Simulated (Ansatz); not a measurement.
**Pressure series in CoPdO2**

The reference is CoPdO2 (space group R-3m, No. 166; non-magnetic).

```yaml
crystal:
  lattice:
    - [1.43097, 0.82617, 5.94471]
    - [-1.43097, 0.82617, 5.94471]
    - [0.00000, -1.65234, 5.94471]
  atoms:
    - { symbol: Pd, position: [0.00000, 0.00000, 0.00000] }
    - { symbol: Co, position: [0.50000, 0.50000, 0.50000] }
    - { symbol: O, position: [0.11283, 0.11283, 0.11283] }
    - { symbol: O, position: [0.88717, 0.88717, 0.88717] }
```

Cell and atoms are relaxed at each pressure.

The values are results of PBE, PAW, 420 eV (Ansatz, a first-principles code; spin-orbit coupling left out), not measurements.

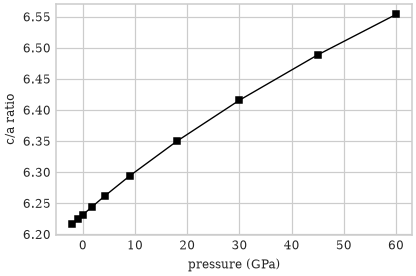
*c/a ratio against pressure*

From the plot, what is the c/a ratio for pressure 30 GPa?

About 6.42.

Is the trend monotonic over the range shown?

Yes, it rises throughout, spanning 6.216 to 6.554.

Load acts through the strain it causes; cell and atoms are relaxed under it. Whether these cells are dynamically stable was not tested. No other phases were tried under pressure. Starting moments died away, wholly or in part, for the base; another magnetic solution may exist. No Hubbard U is applied and the magnetic state is the run's own (CoPdO2 not spin-polarised; CoPdO2 non-magnetic); small cells can't hold the antiferromagnetic order that many such compounds have, so gaps and moments can be off. The final runs are not spin-polarised. An odd electron count without spin: CoPdO2.
